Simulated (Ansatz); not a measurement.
**BFH4OSi: rigid scan of one bond length in Python**

Aim: a rigid scan of one bond length, for BFH4OSi, run from a script.

Program: Ansatz 0.2.0, driven from Python. Level of theory: MP2/def2-SVP. These are calculated values, not measurements.

**1. Starting point**

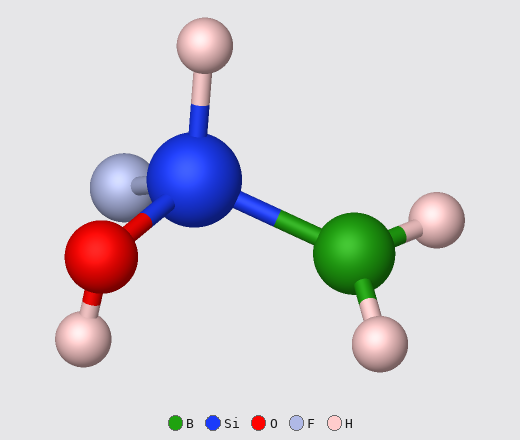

The structure that the script starts from, seen from a chosen angle (boron green, silicon blue, oxygen red, fluorine light blue, hydrogen pink).

The script holds or builds the structure itself.

**2. The code**

bfh4osi_scan.py

```python
"""Stretching a bond of BFH4OSi, the rest held rigid."""

import warnings

import ansatz as az
import numpy as np

warnings.simplefilter("ignore", az.DeckWarning)

geometry_ang = [
    ("B", (-1.2199, 0.2936, 0.3058)),
    ("Si", (0.5375, -0.3628, 0.241)),
    ("O", (1.4907, 0.6544, -0.7499)),
    ("F", (0.598, -1.9092, -0.4022)),
    ("H", (-2.0967, -0.228, 0.9027)),
    ("H", (-1.5392, 1.3372, -0.3036)),
    ("H", (1.1131, -0.3959, 1.6108)),
    ("H", (1.2085, 0.5537, -1.6605)),
]
system = az.Crystal.molecule()
for symbol, xyz in geometry_ang:
    system = system.atom(symbol, xyz)

symbols = [site.symbol for site in system.cartesian_sites]
start = np.array([site.position_ang for site in system.cartesian_sites])
axis = (start[0] - start[1]) / np.linalg.norm(start[0] - start[1])
moving = [0, 4, 5]
lengths, energies = [1.652, 1.727, 1.802, 1.877, 1.952, 2.027, 2.102, 2.215], []
for length in lengths:
    xyz = start.copy()
    xyz[moving] += (length - np.linalg.norm(start[0] - start[1])) * axis
    point = az.Crystal.molecule()
    for symbol, place in zip(symbols, xyz):
        point = point.atom(symbol, place.tolist())
    model = (
        point.calculation()
        .basis(gaussian="def2-SVP")
        .correlation("MP2")
    )
    data = model.run().report
    energies.append(data["free_energy_ev"])
    print(f"r = {length:6.3f} A  E = {energies[-1]:.5f} eV  <S^2> = {abs(data['mean_field']['state']['spin_squared']):.3f}")

# quartic fit about the minimum
fit = np.polynomial.Polynomial.fit(lengths, np.array(energies) - min(energies), 4).convert()
roots = [r.real for r in fit.deriv().roots() if abs(r.imag) < 1e-9 and fit.deriv(2)(r.real) > 0]
r_e = min(roots, key=lambda r: abs(r - lengths[int(np.argmin(energies))]))
print(f"minimum of the fit at {r_e:.4f} A, force constant {fit.deriv(2)(r_e):.2f} eV/A^2")
```

**3. The input behind the calls**

The engine receives this input (first run):

```yaml
crystal:
  periodic: [false, false, false]
  atoms:
    - { symbol: B, position_ang: [-1.0091520355970245, 0.21488430417997434, 0.2980291634839463] }
    - { symbol: Si, position_ang: [0.5375, -0.3628, 0.241] }
    - { symbol: O, position_ang: [1.4907, 0.6544, -0.7499] }
    - { symbol: F, position_ang: [0.598, -1.9092, -0.4022] }
    - { symbol: H, position_ang: [-1.8859520355970243, -0.30671569582002567, 0.8949291634839462] }
    - { symbol: H, position_ang: [-1.3284520355970244, 1.2584843041799743, -0.3113708365160537] }
    - { symbol: H, position_ang: [1.1131, -0.3959, 1.6108] }
    - { symbol: H, position_ang: [1.2085, 0.5537, -1.6605] }
basis:
  gaussian:
    orbitals: def2-SVP
correlation:
  method: mp2
```

**4. The run**

On the command line:

```console
$ python bfh4osi_scan.py
```

Standard output:

```text
r =  1.652 A  E = -13348.28469 eV  <S^2> = 0.000
r =  1.727 A  E = -13349.02910 eV  <S^2> = 0.000
r =  1.802 A  E = -13349.52114 eV  <S^2> = 0.000
r =  1.877 A  E = -13349.82049 eV  <S^2> = 0.000
r =  1.952 A  E = -13349.97368 eV  <S^2> = 0.000
r =  2.027 A  E = -13350.01685 eV  <S^2> = 0.000
r =  2.102 A  E = -13349.97792 eV  <S^2> = 0.000
r =  2.215 A  E = -13349.81023 eV  <S^2> = 0.000
minimum of the fit at 2.0257 A, force constant 14.27 eV/A^2
```

Run time: 6.7 s. Hardware: 1 thread of Arm Neoverse V1, shared host; peak memory 0.2 GiB.

**5. What changed from run to run**

The engine's inputs for some of the other runs:

Run 5, against run 1:

```diff
@@ -4 +4 @@
-    - { symbol: B, position_ang: [-1.0091520355970245, 0.21488430417997434, 0.2980291634839463] }
+    - { symbol: B, position_ang: [-1.2900210493252977, 0.31979065481798424, 0.30838554910451765] }
@@ -8,2 +8,2 @@
-    - { symbol: H, position_ang: [-1.8859520355970243, -0.30671569582002567, 0.8949291634839462] }
-    - { symbol: H, position_ang: [-1.3284520355970244, 1.2584843041799743, -0.3113708365160537] }
+    - { symbol: H, position_ang: [-2.1668210493252977, -0.2018093451820158, 0.9052855491045176] }
+    - { symbol: H, position_ang: [-1.6093210493252976, 1.3633906548179842, -0.30101445089548234] }
```

Run 6, against run 1:

```diff
@@ -4 +4 @@
-    - { symbol: B, position_ang: [-1.0091520355970245, 0.21488430417997434, 0.2980291634839463] }
+    - { symbol: B, position_ang: [-1.3602383027573661, 0.3460172424774868, 0.3109746455096605] }
@@ -8,2 +8,2 @@
-    - { symbol: H, position_ang: [-1.8859520355970243, -0.30671569582002567, 0.8949291634839462] }
-    - { symbol: H, position_ang: [-1.3284520355970244, 1.2584843041799743, -0.3113708365160537] }
+    - { symbol: H, position_ang: [-2.237038302757366, -0.17558275752251326, 0.9078746455096605] }
+    - { symbol: H, position_ang: [-1.6795383027573663, 1.3896172424774866, -0.2984253544903395] }
```

Run 8, against run 1:

```diff
@@ -4 +4 @@
-    - { symbol: B, position_ang: [-1.0091520355970245, 0.21488430417997434, 0.2980291634839463] }
+    - { symbol: B, position_ang: [-1.536249551360417, 0.4117585555439729, 0.31746464716521855] }
@@ -8,2 +8,2 @@
-    - { symbol: H, position_ang: [-1.8859520355970243, -0.30671569582002567, 0.8949291634839462] }
-    - { symbol: H, position_ang: [-1.3284520355970244, 1.2584843041799743, -0.3113708365160537] }
+    - { symbol: H, position_ang: [-2.413049551360417, -0.10984144445602716, 0.9143646471652185] }
+    - { symbol: H, position_ang: [-1.8555495513604172, 1.4553585555439728, -0.29193535283478145] }
```

**6. The engine's runs**

From the records of these 8 runs:

```csv
run,distance (Å),energy from run 6 (eV),iterations in all,CPU time (s)
1,1.65,1.7322,15,0.8
2,1.73,0.9877,15,0.78
3,1.80,0.4957,14,0.76
4,1.88,0.1964,14,0.75
5,1.95,0.0432,14,0.74
6,2.03,0.0000,14,0.74
7,2.10,0.0389,14,0.77
8,2.21,0.2066,14,0.76
```

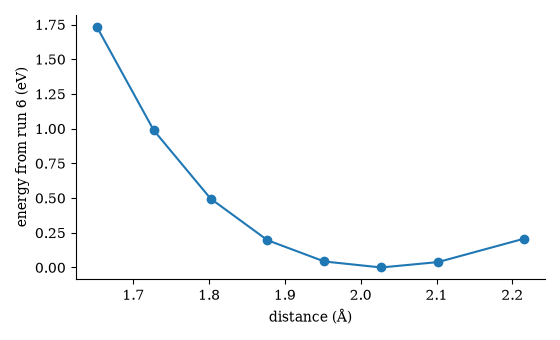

Energy against distance; lines join the points.

**7. Summary of results**

| quantity | value |
| --- | --- |
| bond length at the fit's minimum | 2.0257 Å |
| runs compared | 8 |
| range of energy | 1.732 eV |
| lowest point, distance (Å) | 2.03 |

In words: The lowest point, at 2.03, lies inside the range. The ends stand 1.73 and 0.207 eV above it. The distance scanned is the script's pair 1, 0. The rest of the molecule is held rigid at a force-field or estimated start geometry, and the basis set is modest; single-reference methods fail as a bond breaks. The orbitals are restricted, so S² is zero by construction. Toward dissociation an unrestricted state lies under the restricted one, by 1 to 2 eV or more.
